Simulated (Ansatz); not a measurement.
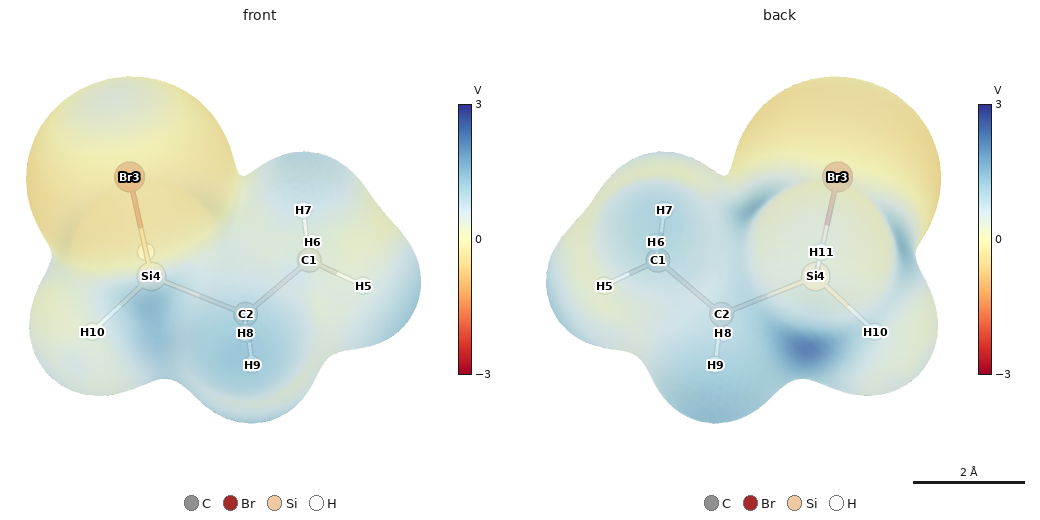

C$_{2}$H$_{7}$BrSi (SMILES CC[SiH2]Br). The electrostatic potential painted on the density surface at 0.004 e/bohr³, seen from the front and from behind; red is negative and blue positive.

Geometry: PBE0-D3(BJ)/def2-SVP.

Computed with isolated molecule in a Gaussian basis; Kohn-Sham density functional theory, functional PBE0 in Ansatz 0.2.0.

```xyz
11

C    -0.1003    2.7843   -0.1038
C     0.7222    1.5201   -0.3303
Br    1.0126    0.9534    2.9731
Si    0.4619    0.1738    0.9482
H     0.0947    3.5359   -0.8840
H    -1.1810    2.5717   -0.1125
H     0.1360    3.2442    0.8681
H     1.8014    1.7499   -0.3536
H     0.4879    1.0652   -1.3103
H     1.3231   -1.0124    0.6750
H    -0.9678   -0.2479    1.0163
```

> Describe the electrostatic potential map.

The most negative region (about −0.4 V) lies over Br3, the most positive (about +2.2 V) over Si4. Br3 shows a σ-hole: about +0.5 V at the tip opposite its bond, against about −0.4 V on its flanks.
